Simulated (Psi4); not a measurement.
# B2PLYP/def2-TZVP (core potential, density fitting for correlation) run of SnSe (SMILES [Se][Sn])

What is the energy change on altering one bond length of SnSe at B2PLYP/def2-TZVP (core potential, density fitting for correlation)? 

The calculation is run with Psi4 1.11.

## (1) The system as given

The species is SnSe (2 atoms), meant as a singlet with charge 0. SMILES: `[Se][Sn]`. The coordinates come from a PBE0-D4/def2-TZVP relaxation.

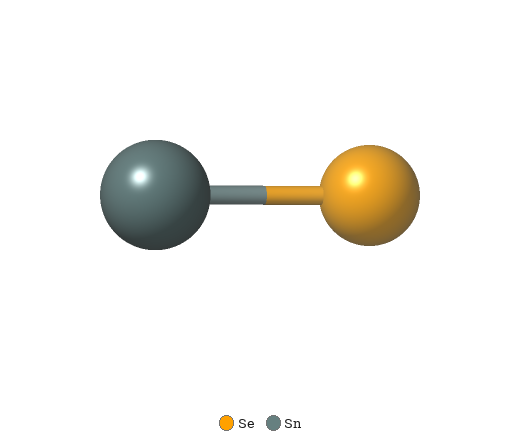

The structure, seen from a chosen angle (selenium orange, tin teal).

## (2) A single-point energy at B2PLYP/def2-TZVP (core potential, density fitting for correlation)

Contents of sesn.dat:

```
memory 2200 MB

molecule mol {
  0 1
  Se     0.000000     0.000000     0.006530
  Sn     0.000000     0.000000     2.331810
  units angstrom
  symmetry c1
  no_reorient
  no_com
}

set puream true
set e_convergence 1e-09
set d_convergence 1e-08
set scf_type pk
set dft_radial_points 99
set dft_spherical_points 590
set num_frozen_docc 13

result, w = energy("b2plyp/def2-TZVP", return_wfn=True)
```

Started as:

```bash
$ psi4 -n 1 sesn.dat sesn.out
```

sesn.out:

```text
[...]
    !!!  WARNING: ECP capability is in beta. Please check occupations closely.  !!!
[...]
  Running in c1 symmetry.
[...]
  Nuclear repulsion =  170.226619409774287
[...]
  Multiplicity = 1
[...]
  Nalpha       = 28
  Nbeta        = 28
[...]
    Number of basis functions: 98
[...]
 WARNING: Atomic UHF is not converging! Try casting from a smaller basis or call Rob at CCMST.
   -------------------------
[...]
   @RKS iter   1: -2614.23031013482159   -2.95351e+00   2.14872e-02 ADIIS/DIIS
[...]
   @RKS iter  12: -2615.14541381125764   -7.73070e-12   9.51779e-09 DIIS
[...]
    Orbital Energies [Eh]
    ---------------------
    Doubly Occupied:
       1A   -456.767597     2A    -59.109394     3A    -52.972453
       4A    -52.972453     5A    -52.972346     6A     -8.235889
       7A     -6.089438     8A     -6.088868     9A     -6.088868
      10A     -5.441120    11A     -3.719795    12A     -3.719795
      13A     -3.710870    14A     -2.290932    15A     -2.290194
      16A     -2.290194    17A     -2.289726    18A     -2.289726
      19A     -1.171367    20A     -1.171367    21A     -1.165930
      22A     -1.163439    23A     -1.163439    24A     -0.736829
      25A     -0.479936    26A     -0.294151    27A     -0.284872
      28A     -0.284871
[...]
  @RKS Final Energy: -2615.14541381125764
   => Energetics <=
    Nuclear Repulsion Energy =            170.2266194097742869
    One-Electron Energy =               -4060.9339659012343873
    Two-Electron Energy =                1325.6818293509941213
    DFT Exchange-Correlation Energy =     -50.1198966707915119
    Empirical Dispersion Energy =           0.0000000000000000
    VV10 Nonlocal Energy =                  0.0000000000000000
    Total Energy =                      -2615.1454138112576402
[...]
 Multipole Moments:
 ------------------------------------------------------------------------------------
     Multipole            Electronic (a.u.)      Nuclear  (a.u.)        Total (a.u.)
 ------------------------------------------------------------------------------------
 L = 1.  Multiply by 2.5417464519 to convert [e a0] to [Debye]
 Dipole X            :          0.0000011            0.0000000            0.0000011
 Dipole Y            :          0.0000000            0.0000000            0.0000000
 Dipole Z            :        -96.0107956           97.3621671            1.3513715
 Magnitude           :                                                    1.3513715
[...]
```

It took 16 s on 1 thread of Intel Xeon at 2.50GHz (Skylake/Cascade Lake), shared host; peak memory 0.66 GiB.

## (3) The distorted shape

Contents of sesn_ase.py:

```python
import numpy as np
from ase.calculators.psi4 import Psi4
from ase import Atoms

mol = Atoms(['Se', 'Sn'], positions=[
    [0.000000, 0.000000, -0.342290],
    [0.000000, 0.000000, 2.331810],
])
calc = Psi4(atoms=mol, method='b2plyp', basis='def2-TZVP', memory='2200MB', num_threads=1, charge=0, multiplicity=1, label='calc')
calc.psi4.set_options({'puream': True, 'e_convergence': 1e-09, 'd_convergence': 1e-08, 'scf_type': 'pk', 'dft_radial_points': 99, 'dft_spherical_points': 590, 'num_frozen_docc': 13})
mol.calc = calc

print(f'energy: {mol.get_potential_energy():.6f} eV')
```

Started as:

```bash
$ python sesn_ase.py
```

calc.dat:

```text
[...]
    !!!  WARNING: ECP capability is in beta. Please check occupations closely.  !!!
[...]
  Running in c1 symmetry.
[...]
  Nuclear repulsion =  148.021597390209791
[...]
  Multiplicity = 1
[...]
  Nalpha       = 28
  Nbeta        = 28
[...]
    Number of basis functions: 98
[...]
 WARNING: Atomic UHF is not converging! Try casting from a smaller basis or call Rob at CCMST.
   -------------------------
[...]
   @RKS iter   1: -2614.11448260853558   -3.05620e+00   2.16548e-02 ADIIS/DIIS
[...]
   @RKS iter  14: -2615.11454401474521   -7.73070e-12   6.41115e-09 DIIS
[...]
    Orbital Energies [Eh]
    ---------------------
    Doubly Occupied:
       1A   -456.762802     2A    -59.102897     3A    -52.966425
       4A    -52.965894     5A    -52.965894     6A     -8.227884
       7A     -6.082032     8A     -6.080232     9A     -6.080232
      10A     -5.464027    11A     -3.742488    12A     -3.742488
      13A     -3.733160    14A     -2.283175    15A     -2.282378
      16A     -2.282378    17A     -2.280582    18A     -2.280581
      19A     -1.193630    20A     -1.193630    21A     -1.184809
      22A     -1.184809    23A     -1.183191    24A     -0.699837
      25A     -0.493933    26A     -0.286209    27A     -0.257938
      28A     -0.257937
[...]
  @RKS Final Energy: -2615.11454401474521
   => Energetics <=
    Nuclear Repulsion Energy =            148.0215973902097915
    One-Electron Energy =               -4016.4783559122552106
    Two-Electron Energy =                1303.4211457715073266
    DFT Exchange-Correlation Energy =     -50.0789312642078386
    Empirical Dispersion Energy =           0.0000000000000000
    VV10 Nonlocal Energy =                  0.0000000000000000
    Total Energy =                      -2615.1145440147456611
[...]
 Multipole Moments:
 ------------------------------------------------------------------------------------
     Multipole            Electronic (a.u.)      Nuclear  (a.u.)        Total (a.u.)
 ------------------------------------------------------------------------------------
 L = 1.  Multiply by 2.5417464519 to convert [e a0] to [Debye]
 Dipole X            :         -0.0000000            0.0000000           -0.0000000
 Dipole Y            :         -0.0000005            0.0000000           -0.0000005
 Dipole Z            :         60.6395167          -58.6340053            2.0055113
 Magnitude           :                                                    2.0055113
[...]
```

Standard output:

```text
energy: -71166.121893 eV
```

It took 17 s on 1 thread of Intel Xeon at 2.50GHz (Skylake/Cascade Lake), shared host; peak memory 0.69 GiB.

## (4) What came out

Level: B2PLYP/def2-TZVP (core potential, density fitting for correlation), 13 core orbitals frozen.

| quantity | value |
| --- | --- |
| first shape: total energy | -2615.33080 Eh |
| first shape: HOMO energy (SCF part's orbitals) | -7.75 eV |
| first shape: LUMO energy (SCF part's orbitals) | -1.60 eV |
| first shape: HOMO–LUMO gap (SCF part's orbitals) | 6.15 eV |
| distorted shape: total energy | -2615.30676 Eh |
| distorted shape: HOMO energy (SCF part's orbitals) | -7.02 eV |
| distorted shape: LUMO energy (SCF part's orbitals) | -2.24 eV |
| distorted shape: HOMO–LUMO gap (SCF part's orbitals) | 4.78 eV |
| energy change with the Se1–Sn2 bond stretched from 2.325 to 2.674 Å | 0.654 eV |

In words: With the Se1–Sn2 bond stretched from 2.325 to 2.674 Å the energy rises by 0.65 eV (15.1 kcal/mol). The first shape isn't relaxed at this level, so the change isn't measured from a minimum.
